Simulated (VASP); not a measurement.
# Lattice of BaZrO3 across functionals and dispersion corrections, part 2 of 3

Aim: relax BaZrO3 at several levels and hold each cell against experiment. The start is a cell from a database of measured crystal structures.

VASP 6.6.1, plane waves and PAW; the level of theory is named at each step.

So far. Step 2 (Relaxation with LDA): It ends with forces that vanish by symmetry and a pressure of -0.03 GPa. The volume lies -2.2 % from that of the database's start, which holds the thermal and zero-point expansion of its experiment. The conventional cell has a = 4.161 Å.

## Step 3: Relaxation with PBE

This step: PBE; plane waves and PAW (Ba_sv, Zr_sv, O) (VASP 6.6.1).

PBE, the usual starting point, adds the gradient of the density.

INCAR reads:

```
SYSTEM = BaZrO3
PREC = Accurate
ENCUT = 560
EDIFF = 1E-06
NELM = 100
ISMEAR = -1
SIGMA = 0.05
LREAL = .FALSE.
ALGO = Normal
GGA = PE
NBANDS = 26
LASPH = .TRUE.
LORBIT = 11
LWAVE = .FALSE.
LCHARG = .FALSE.
KPAR = 4
IBRION = 2
NSW = 60
ISIF = 3
EDIFFG = -0.01
```

POSCAR reads:

```
BaZrO3
1.0
    4.1913400000      0.0000000000      0.0000000000
    0.0000000000      4.1913400000      0.0000000000
    0.0000000000      0.0000000000      4.1913400000
Ba Zr O
1 1 3
Direct
    0.0000000000      0.0000000000      0.0000000000
    0.5000000000      0.5000000000      0.5000000000
    0.0000000000      0.5000000000      0.5000000000
    0.5000000000      0.0000000000      0.5000000000
    0.5000000000      0.5000000000      0.0000000000
```

KPOINTS reads:

```
Automatic mesh
0
Gamma
5 5 5
0 0 0
```

PAW data sets: Ba_sv, Zr_sv and O (PBE family, release 64).

The run is started by

```sh
$ mpirun -np 4 vasp_std
```

Numbers of over 12 decimals in the logs are rounded to 6 here.

The program printed:

```text
[banner, memory and clock lines left out]
running    4 mpi-ranks, on    1 nodes
 distrk:  each k-point on    1 cores,    4 groups
 distr:  one band on    1 cores,    1 groups

 POSCAR found type information on POSCAR BaZrO
 POSCAR found :  3 types and       5 ions
 LDA part: xc-table for (Slater+PW92), standard interpolation
 POSCAR, INCAR and KPOINTS ok, starting setup
 FFT: planning ... GRIDC
 FFT: planning ... GRID_SOFT
 FFT: planning ... GRID
 WAVECAR not read
 entering main loop
       N       E                     dE             d eps       ncg     rms          rms(c)
DAV:   1     0.324485845939E+03    0.32449E+03   -0.22953E+04   520   0.160E+03
DAV:   2    -0.278776311023E+02   -0.35236E+03   -0.34307E+03   648   0.380E+02
DAV:   3    -0.485541501348E+02   -0.20677E+02   -0.20605E+02   792   0.882E+01
DAV:   4    -0.492478517173E+02   -0.69370E+00   -0.69296E+00   734   0.122E+01
DAV:   5    -0.492593170404E+02   -0.11465E-01   -0.11464E-01   716   0.127E+00    0.289E+01
DAV:   6    -0.417564576769E+02    0.75029E+01   -0.41575E+01   594   0.413E+01    0.128E+01
DAV:   7    -0.417039816799E+02    0.52476E-01   -0.29881E+00   716   0.991E+00    0.783E+00
DAV:   8    -0.416887830256E+02    0.15199E-01   -0.33703E-01   646   0.459E+00    0.693E-01
DAV:   9    -0.416857696683E+02    0.30134E-02   -0.54231E-02   724   0.139E+00    0.504E-01
DAV:  10    -0.416876636969E+02   -0.18940E-02   -0.15117E-02   710   0.108E+00    0.253E-01
DAV:  11    -0.416872844899E+02    0.37921E-03   -0.20523E-03   680   0.390E-01    0.376E-02
DAV:  12    -0.416873403694E+02   -0.55880E-04   -0.17496E-04   630   0.984E-02    0.322E-02
DAV:  13    -0.416873402692E+02    0.10021E-06   -0.24050E-05   780   0.301E-02    0.543E-03
DAV:  14    -0.416873404637E+02   -0.19455E-06   -0.17487E-06   514   0.106E-02
   1 F= -.41687340E+02 E0= -.41687340E+02  d E =-.416873E+02
 curvature:   0.00 expect dE= 0.000E+00 dE for cont linesearch  0.000E+00
 trial: gam= 0.00000 g(F)=  0.000E+00 g(S)=  0.155E+00 ort = 0.000E+00 (trialstep = 0.100E+01)
 search vector abs. value=  0.155E+00
 bond charge predicted
       N       E                     dE             d eps       ncg     rms          rms(c)
DAV:   1    -0.427086534918E+02   -0.10213E+01   -0.32052E+01   552   0.451E+01    0.101E+01
DAV:   2    -0.418777098618E+02    0.83094E+00   -0.40502E+00   600   0.122E+01    0.392E+00
DAV:   3    -0.416907181575E+02    0.18699E+00   -0.53775E-01   656   0.520E+00    0.116E+00
DAV:   4    -0.416722968297E+02    0.18421E-01   -0.22623E-01   796   0.244E+00    0.827E-01
DAV:   5    -0.416772981832E+02   -0.50014E-02   -0.83525E-03   742   0.533E-01    0.468E-01
DAV:   6    -0.416819645271E+02   -0.46663E-02   -0.11530E-02   838   0.583E-01    0.690E-02
DAV:   7    -0.416820911891E+02   -0.12666E-03   -0.87181E-04   690   0.166E-01    0.558E-02
DAV:   8    -0.416821422257E+02   -0.51037E-04   -0.20010E-04   670   0.911E-02    0.757E-03
DAV:   9    -0.416821426202E+02   -0.39450E-06   -0.11876E-05   750   0.187E-02    0.444E-03
DAV:  10    -0.416821426594E+02   -0.39235E-07   -0.28603E-06   470   0.127E-02
   2 F= -.41682143E+02 E0= -.41682143E+02  d E =0.519780E-02
 trial-energy change:    0.005198  1 .order    0.001188   -0.155157    0.157534
 step:   0.4770(harm=  0.4962)  dis= 0.00000  next Energy=   -41.723911 (dE=-0.366E-01)
 bond charge predicted
       N       E                     dE             d eps       ncg     rms          rms(c)
DAV:   1    -0.420158727294E+02   -0.33373E+00   -0.89486E+00   538   0.237E+01    0.545E+00
DAV:   2    -0.417715458777E+02    0.24433E+00   -0.10766E+00   558   0.642E+00    0.195E+00
DAV:   3    -0.417240688190E+02    0.47477E-01   -0.14141E-01   658   0.281E+00    0.521E-01
DAV:   4    -0.417207400206E+02    0.33288E-02   -0.41161E-02   858   0.101E+00    0.433E-01
DAV:   5    -0.417222975510E+02   -0.15575E-02   -0.16570E-03   760   0.248E-01    0.207E-01
DAV:   6    -0.417233693584E+02   -0.10718E-02   -0.25920E-03   760   0.242E-01    0.460E-02
DAV:   7    -0.417234321201E+02   -0.62762E-04   -0.94562E-05   700   0.586E-02    0.192E-02
DAV:   8    -0.417234481416E+02   -0.16021E-04   -0.29300E-05   650   0.339E-02    0.338E-03
DAV:   9    -0.417234481495E+02   -0.79081E-08   -0.11405E-06   398   0.651E-03
   3 F= -.41723448E+02 E0= -.41723448E+02  d E =-.361077E-01
 curvature:  -0.25 expect dE=-0.458E-06 dE for cont linesearch -0.458E-06
 trial: gam= 0.00000 g(F)=  0.571E-65 g(S)=  0.185E-05 ort =-0.536E-03 (trialstep = 0.895E+00)
 search vector abs. value=  0.185E-05
 reached required accuracy - stopping structural energy minimisation
```

Elapsed: 11 s, on 4 MPI ranks of AMD EPYC 9R45, shared host; peak memory 0.68 GiB; 42 s of CPU time.

Parts of OUTCAR (step 3):

```text
The static configuration has the point symmetry O_h .

 Found     10 irreducible k-points:

   NELECT =      40.0000    total number of electrons

 E-fermi :   4.7319

 k-point     1 :       0.0000    0.0000    0.0000
  band No.  band energies     occupation
    ...
     16       2.6254      2.00000
     17       2.6254      2.00000
     18       3.3080      2.00000
     19       3.3080      2.00000
     20       3.3080      2.00000
     21       6.6828      0.00000
     22       6.6828      0.00000
     23       6.6828      0.00000
     24       8.1781      0.00000
     25       8.1781      0.00000
    ...

 k-point     2 :       0.2000    0.0000    0.0000
  band No.  band energies     occupation
    ...
     16       2.3050      2.00000
     17       2.3714      2.00000
     18       2.5244      2.00000
     19       3.1942      2.00000
     20       3.1942      2.00000
     21       6.8102      0.00000
     22       7.4767      0.00000
     23       7.4767      0.00000
     24       8.7460      0.00000
     25       8.7800      0.00000
    ...

  Total       -0.0079958     -0.0079958     -0.0079958      0.0000000      0.0000000     -0.0000000
  in kB       -0.1685396     -0.1685396     -0.1685396      0.0000000      0.0000000     -0.0000000
  external PRESSURE =      -0.1685396 kB  Pullay stress =       0.0000000 kB

  energy-cutoff  :      560.00
  volume of cell :       76.01
      direct lattice vectors                 reciprocal lattice vectors
     4.236001494  0.000000000  0.000000000     0.236071683  0.000000000 -0.000000000
    -0.000000000  4.236001494  0.000000000    -0.000000000  0.236071683  0.000000000
     0.000000000 -0.000000000  4.236001494    -0.000000000 -0.000000000  0.236071683

 POSITION                                       TOTAL-FORCE (eV/Angst)
 -----------------------------------------------------------------------------------
      0.00000      0.00000      0.00000        -0.000000      0.000000      0.000000
      2.11800      2.11800      2.11800         0.000000     -0.000000      0.000000
     -0.00000      2.11800      2.11800         0.000000     -0.000000      0.000000
      2.11800     -0.00000      2.11800        -0.000000     -0.000000      0.000000
      2.11800      2.11800      0.00000        -0.000000      0.000000      0.000000
 -----------------------------------------------------------------------------------
    total drift:                                0.000000     -0.000000     -0.000000

  FREE ENERGIE OF THE ION-ELECTRON SYSTEM (eV)
  ---------------------------------------------------
  free  energy   TOTEN  =       -41.7234481495 eV

  energy  without entropy=      -41.7234481495  energy(sigma->0) =      -41.72344815

 total charge
# of ion       s       p       d       tot
------------------------------------------
    1        2.000   5.631   0.254   7.885
    2        2.192   6.075   1.389   9.656
    3        1.558   3.472   0.000   5.030
    4        1.558   3.472   0.000   5.030
    5        1.558   3.472   0.000   5.030
--------------------------------------------------
tot          8.866  22.122   1.643  32.631

[... 8 parts as in an earlier step ...]

[... 5 further parts left out ...]
```

CONTCAR:

```
BaZrO3
   1.00000000000000
     4.2360014935981321    0.0000000000000000    0.0000000000000000
    -0.0000000000000000    4.2360014935981321    0.0000000000000000
     0.0000000000000000   -0.0000000000000000    4.2360014935981321
  Ba              Zr              O
     1     1     3
Direct
     0.0000000000000000    0.0000000000000000    0.0000000000000000
     0.5000000000000000    0.5000000000000000    0.5000000000000000
     0.0000000000000000    0.5000000000000000    0.5000000000000000
     0.5000000000000000    0.0000000000000000    0.5000000000000000
     0.5000000000000000    0.5000000000000000    0.0000000000000000
```

The steps of the relaxation:

| step | energy less that of the first step (eV) | largest force (eV/Å) | pressure (GPa) | volume (Å³) |
| --- | --- | --- | --- | --- |
| 1 | 0.0000 | 0.0000 | 5.04 | 73.63 |
| 2 | 0.0052 | 0.0000 | -4.79 | 78.68 |
| 3 | -0.0361 | 0.0000 | -0.02 | 76.01 |

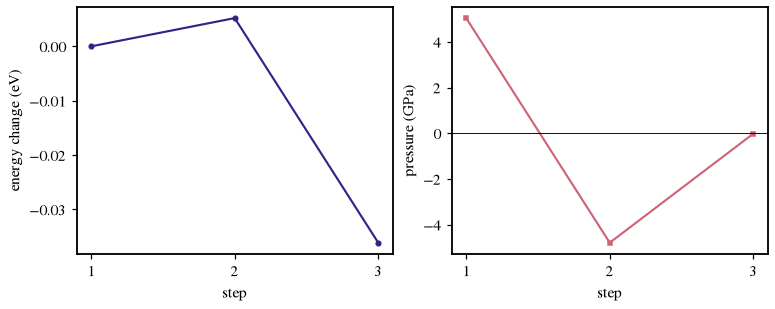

Energy and pressure along the relaxation.

| conventional cell, symmetrised | before | after | change |
| --- | --- | --- | --- |
| a (Å) | 4.191 | 4.236 | +1.1 % |
| b (Å) | 4.191 | 4.236 | +1.1 % |
| c (Å) | 4.191 | 4.236 | +1.1 % |
| volume (Å³/atom) | 14.73 | 15.20 | +3.2 % |

The relaxed structure:

```cif
data_structure
_symmetry_space_group_name_H-M 'P 1'
_symmetry_Int_Tables_number 1
_cell_length_a 4.2360
_cell_length_b 4.2360
_cell_length_c 4.2360
_cell_angle_alpha 90.000
_cell_angle_beta 90.000
_cell_angle_gamma 90.000
_cell_volume 76.01
loop_
_atom_site_label
_atom_site_type_symbol
_atom_site_fract_x
_atom_site_fract_y
_atom_site_fract_z
_atom_site_occupancy
Ba1 Ba 0.00000 0.00000 0.00000 1
Zr2 Zr 0.50000 0.50000 0.50000 1
O3 O 0.00000 0.50000 0.50000 1
O4 O 0.50000 0.00000 0.50000 1
O5 O 0.50000 0.50000 0.00000 1
```

Numbers from this step:

* free energy (TOTEN): -41.72 eV
* Fermi energy: 4.732 eV
* pressure: -0.01685 GPa
* SCF cycles over all ionic steps: 33
* gap on the k-mesh: 3.217 eV
* least direct gap on the k-mesh: 3.375 eV

It ends at 15.20 Å³/atom, +3.2 % from the start, with -0.02 GPa left. The conventional cell has a = 4.236 Å.

## Step 4: Relaxation with r2SCAN

This step: r2SCAN; plane waves and PAW (Ba_sv, Zr_sv, O) (VASP 6.6.1).

r2SCAN adds the kinetic-energy density, costs more than a GGA and is run with LASPH.

Edit INCAR of step 3 so:

```diff
@@ -9,5 +9,5 @@
 ALGO = Normal
-GGA = PE
+METAGGA = R2SCAN
+LASPH = .TRUE.
 NBANDS = 26
-LASPH = .TRUE.
 LORBIT = 11
```

POSCAR is that of step 3.

KPOINTS is that of step 3.

The run is started by

```sh
$ mpirun -np 4 vasp_std
```

The program printed:

```text
[banner, memory and clock lines left out]
running    4 mpi-ranks, on    1 nodes
[...]
[... a notice as in an earlier step ...]

 LDA part: xc-table for (None), standard interpolation
 POSCAR, INCAR and KPOINTS ok, starting setup
[...]
entering main loop
       N       E                     dE             d eps       ncg     rms          rms(c)
DAV:   1     0.276704211386E+03    0.27670E+03   -0.23496E+04   520   0.164E+03
DAV:   2    -0.839659895469E+02   -0.36067E+03   -0.35087E+03   648   0.391E+02
DAV:   3    -0.106379839875E+03   -0.22414E+02   -0.22332E+02   836   0.905E+01
DAV:   4    -0.107190728089E+03   -0.81089E+00   -0.80947E+00   732   0.125E+01
[...]
DAV:  12    -0.850977414387E+02    0.42849E-03   -0.15444E-03   586   0.236E-01    0.474E-02
DAV:  13    -0.850977150150E+02    0.26424E-04   -0.17334E-04   662   0.719E-02    0.740E-03
DAV:  14    -0.850977158998E+02   -0.88487E-06   -0.79344E-06   696   0.183E-02
   1 F= -.85097716E+02 E0= -.85097716E+02  d E =-.850977E+02
[...]
2 F= -.85092971E+02 E0= -.85092971E+02  d E =0.474469E-02
 trial-energy change:    0.004745  1 .order    0.003956   -0.043563    0.051475
 step:   0.4461(harm=  0.4584)  dis= 0.00000  next Energy=   -85.107362 (dE=-0.965E-02)
[...]
N       E                     dE             d eps       ncg     rms          rms(c)
DAV:   1    -0.851875279362E+02   -0.94557E-01   -0.27665E+00   536   0.136E+01    0.293E+00
DAV:   2    -0.851213861288E+02    0.66142E-01   -0.29766E-01   582   0.351E+00    0.111E+00
DAV:   3    -0.851076146848E+02    0.13771E-01   -0.29467E-02   688   0.135E+00    0.252E-01
DAV:   4    -0.851066595859E+02    0.95510E-03   -0.94771E-03   888   0.543E-01    0.220E-01
DAV:   5    -0.851070259593E+02   -0.36637E-03   -0.44994E-04   744   0.143E-01    0.787E-02
DAV:   6    -0.851072197603E+02   -0.19380E-03   -0.54245E-04   752   0.111E-01    0.205E-02
DAV:   7    -0.851072306195E+02   -0.10859E-04   -0.14297E-05   652   0.262E-02    0.107E-02
DAV:   8    -0.851072369187E+02   -0.62992E-05   -0.32856E-06   514   0.121E-02    0.156E-03
DAV:   9    -0.851072368204E+02    0.98294E-07   -0.28066E-07   298   0.412E-03
   3 F= -.85107237E+02 E0= -.85107237E+02  d E =-.952092E-02
[...]
reached required accuracy - stopping structural energy minimisation
```

The job ended after 39 s (4 MPI ranks; peak memory 0.72 GiB).

OUTCAR, selected parts (step 4):

```text
  Total       -0.0020517     -0.0020517     -0.0020517     -0.0000000     -0.0000000      0.0000000
  in kB       -0.0439455     -0.0439455     -0.0439455     -0.0000000     -0.0000000      0.0000000
  external PRESSURE =      -0.0439455 kB  Pullay stress =       0.0000000 kB

 POSITION                                       TOTAL-FORCE (eV/Angst)
 -----------------------------------------------------------------------------------
      0.00000      0.00000      0.00000         0.000000     -0.000000      0.000000
      2.10674      2.10674      2.10674        -0.000000     -0.000000      0.000000
      0.00000      2.10674      2.10674        -0.000000     -0.000000      0.000000
      2.10674     -0.00000      2.10674         0.000000      0.000000      0.000000
      2.10674      2.10674      0.00000         0.000000     -0.000000      0.000000
 -----------------------------------------------------------------------------------
    total drift:                                0.000000     -0.000000     -0.000000

  FREE ENERGIE OF THE ION-ELECTRON SYSTEM (eV)
  ---------------------------------------------------
  free  energy   TOTEN  =       -85.1072368204 eV

  energy  without entropy=      -85.1072368203  energy(sigma->0) =      -85.10723682

[... 2 parts as in an earlier step ...]

[... 2 further parts left out ...]
[key lines of the parts left out:]
E-fermi :   4.3815
```

The PAW data sets were made with PBE, which is usual practice but a small mismatch for other functionals.

Step by step:

| step | energy less that of the first step (eV) | largest force (eV/Å) | pressure (GPa) | volume (Å³) |
| --- | --- | --- | --- | --- |
| 1 | 0.0000 | 0.0000 | 2.67 | 73.63 |
| 2 | 0.0047 | 0.0000 | -3.04 | 76.28 |
| 3 | -0.0095 | 0.0000 | 0.00 | 74.80 |

| conventional cell, symmetrised | before | after | change |
| --- | --- | --- | --- |
| a (Å) | 4.191 | 4.213 | +0.5 % |
| b (Å) | 4.191 | 4.213 | +0.5 % |
| c (Å) | 4.191 | 4.213 | +0.5 % |
| volume (Å³/atom) | 14.73 | 14.96 | +1.6 % |

The relaxed structure:

```xyz
5
Lattice="4.2135 0.0000 0.0000 0.0000 4.2135 0.0000 0.0000 0.0000 4.2135" Properties=species:S:1:pos:R:3 pbc="T T T"
Ba    0.0000    0.0000    0.0000
Zr    2.1067    2.1067    2.1067
O     0.0000    2.1067    2.1067
O     2.1067    0.0000    2.1067
O     2.1067    2.1067    0.0000
```

It ends at 14.96 Å³/atom, +1.6 % from the start, with 0.00 GPa left. The conventional cell has a = 4.213 Å.

## Step 5: Relaxation with PBE + D3(BJ)

This step: PBE with D3(BJ); plane waves and PAW (Ba_sv, Zr_sv, O) (VASP 6.6.1).

A dispersion term adds the long-range attraction that semilocal functionals lack. D3 with Becke-Johnson damping keeps a finite attraction at short range.

Edit INCAR of step 4 so:

```diff
@@ -9,5 +9,6 @@
 ALGO = Normal
-METAGGA = R2SCAN
+GGA = PE
+IVDW = 12
+NBANDS = 26
 LASPH = .TRUE.
-NBANDS = 26
 LORBIT = 11
```

POSCAR is that of step 4.

KPOINTS is that of step 4.

The run is started by

```sh
$ mpirun -np 4 vasp_std
```

The program printed:

```text
[... set-up lines as in an earlier step ...]
 entering main loop
       N       E                     dE             d eps       ncg     rms          rms(c)
[... 14 cycles as in an earlier step ...]
   1 F= -.42916499E+02 E0= -.42916499E+02  d E =-.429165E+02
[...]
N       E                     dE             d eps       ncg     rms          rms(c)
DAV:   1    -0.419415665937E+02   -0.25423E+00   -0.68155E+00   554   0.209E+01    0.481E+00
DAV:   2    -0.417630753176E+02    0.17849E+00   -0.82807E-01   588   0.561E+00    0.181E+00
DAV:   3    -0.417243589647E+02    0.38716E-01   -0.10861E-01   672   0.243E+00    0.484E-01
DAV:   4    -0.417213817671E+02    0.29772E-02   -0.39936E-02   788   0.101E+00    0.372E-01
DAV:   5    -0.417224728573E+02   -0.10911E-02   -0.14826E-03   720   0.229E-01    0.206E-01
DAV:   6    -0.417233784366E+02   -0.90558E-03   -0.24467E-03   814   0.254E-01    0.326E-02
DAV:   7    -0.417234018482E+02   -0.23412E-04   -0.14980E-04   670   0.695E-02    0.241E-02
DAV:   8    -0.417234061833E+02   -0.43351E-05   -0.43014E-05   654   0.445E-02    0.627E-03
[...]
2 F= -.42914935E+02 E0= -.42914935E+02  d E =0.156379E-02
 trial-energy change:    0.001564  1 .order    0.001235   -0.032426    0.034896
 step:   0.4743(harm=  0.4817)  dis= 0.00000  next Energy=   -42.924154 (dE=-0.766E-02)
[...]
N       E                     dE             d eps       ncg     rms          rms(c)
DAV:   1    -0.417744188870E+02   -0.51013E-01   -0.19005E+00   554   0.110E+01    0.257E+00
DAV:   2    -0.417233600743E+02    0.51059E-01   -0.22612E-01   572   0.295E+00    0.941E-01
DAV:   3    -0.417130712981E+02    0.10289E-01   -0.30034E-02   710   0.130E+00    0.239E-01
DAV:   4    -0.417123774489E+02    0.69385E-03   -0.88845E-03   834   0.474E-01    0.199E-01
DAV:   5    -0.417127262491E+02   -0.34880E-03   -0.40184E-04   786   0.113E-01    0.997E-02
DAV:   6    -0.417129801556E+02   -0.25391E-03   -0.54574E-04   802   0.115E-01    0.192E-02
DAV:   7    -0.417129971065E+02   -0.16951E-04   -0.34143E-05   698   0.343E-02    0.926E-03
DAV:   8    -0.417130015522E+02   -0.44457E-05   -0.93646E-06   600   0.191E-02    0.243E-03
DAV:   9    -0.417130015545E+02   -0.23019E-08   -0.52485E-07   294   0.473E-03
   3 F= -.42924093E+02 E0= -.42924093E+02  d E =-.759389E-02
[...]
reached required accuracy - stopping structural energy minimisation
```

Wall time 11 s (4 MPI ranks); peak memory 0.72 GiB; 42 s of CPU time.

OUTCAR, selected parts (step 5):

```text
 Edisp (eV)   -1.19153

 Edisp (eV)   -1.21109

  Total       0.00012     0.00012     0.00012    -0.00000    -0.00000     0.00000
  in kB       0.00248     0.00248     0.00248    -0.00000    -0.00000     0.00000
  external pressure =        0.00 kB  Pullay stress =        0.00 kB

 POSITION                                       TOTAL-FORCE (eV/Angst)
 -----------------------------------------------------------------------------------
      0.00000      0.00000      0.00000        -0.000000      0.000000      0.000000
      2.10582      2.10582      2.10582         0.000000     -0.000000      0.000000
     -0.00000      2.10582      2.10582         0.000000     -0.000000      0.000000
      2.10582     -0.00000      2.10582        -0.000000     -0.000000      0.000000
      2.10582      2.10582      0.00000        -0.000000      0.000000      0.000000
 -----------------------------------------------------------------------------------
    total drift:                                0.000000     -0.000000     -0.000000

  FREE ENERGIE OF THE ION-ELECTRON SYSTEM (eV)
  ---------------------------------------------------
  free  energy   TOTEN  =       -42.9240928426 eV

  energy  without entropy=      -42.9240928425  energy(sigma->0) =      -42.92409284

[... 2 parts as in an earlier step ...]

[... 2 further parts left out ...]
[key lines of the parts left out:]
E-fermi :   4.8536
```

The steps of the relaxation:

| step | energy less that of the first step (eV) | largest force (eV/Å) | pressure (GPa) | volume (Å³) |
| --- | --- | --- | --- | --- |
| 1 | 0.0000 | 0.0000 | 2.30 | 73.63 |
| 2 | 0.0016 | 0.0000 | -2.40 | 75.91 |
| 3 | -0.0076 | 0.0000 | 0.00 | 74.71 |

| conventional cell, symmetrised | before | after | change |
| --- | --- | --- | --- |
| a (Å) | 4.191 | 4.212 | +0.5 % |
| b (Å) | 4.191 | 4.212 | +0.5 % |
| c (Å) | 4.191 | 4.212 | +0.5 % |
| volume (Å³/atom) | 14.73 | 14.94 | +1.5 % |

Final coordinates:

```cif
data_structure
_symmetry_space_group_name_H-M 'P 1'
_symmetry_Int_Tables_number 1
_cell_length_a 4.2116
_cell_length_b 4.2116
_cell_length_c 4.2116
_cell_angle_alpha 90.000
_cell_angle_beta 90.000
_cell_angle_gamma 90.000
_cell_volume 74.71
loop_
_atom_site_label
_atom_site_type_symbol
_atom_site_fract_x
_atom_site_fract_y
_atom_site_fract_z
_atom_site_occupancy
Ba1 Ba 0.00000 0.00000 0.00000 1
Zr2 Zr 0.50000 0.50000 0.50000 1
O3 O 0.00000 0.50000 0.50000 1
O4 O 0.50000 0.00000 0.50000 1
O5 O 0.50000 0.50000 0.00000 1
```

It ends at 14.94 Å³/atom, +1.5 % from the start, with 0.00 GPa left. The conventional cell has a = 4.212 Å. Against plain PBE, the dispersion term moves a by -0.6 %.

(Continued in part 3 of 3.)

[Lines on the potential files, build, host, timing and source positions are cut from VASP's logs without a mark.]

[Logs are printed without paths, hosts, clocks, repeated set-up lines and the standing remarks that a program may print on its own settings, such as how far it seeks lower states.]

[Hosts, paths, dates, database ids (printed as entryN), source tags and the programs' standing remarks are cut or masked in the printed files.]

[A measured line is paired with the nearest computed mode of its activity, which favours agreement.]
